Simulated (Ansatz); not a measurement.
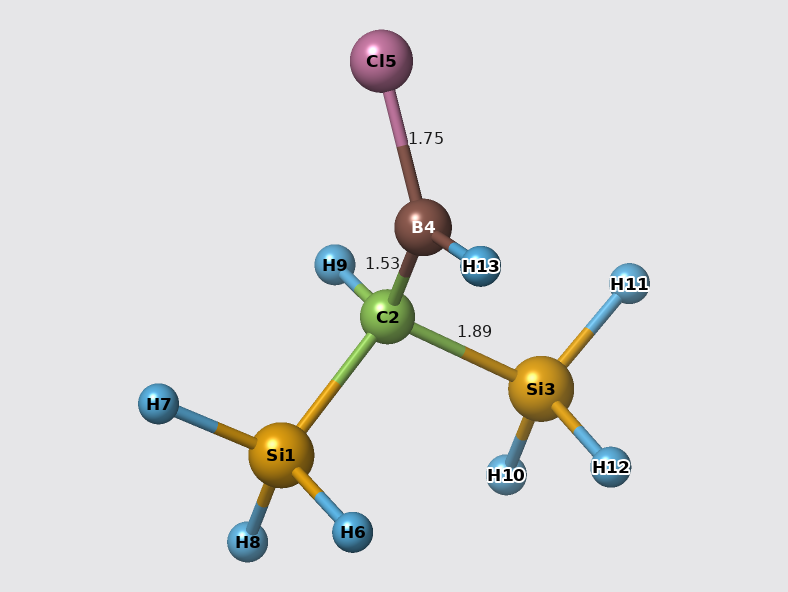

The numbers beside the sticks are distances in Å. Sticks don't show bond order. The computed structure is the end point of a PBE0-D4/def2-TZVP optimisation. No frequency run is at hand to confirm it as a minimum.

**Assign a bond order to each marked bond.**

C2–Si3 single; C2–B4 single; B4–Cl5 single.

**Write the SMILES.**

[SiH3]C([SiH3])BCl
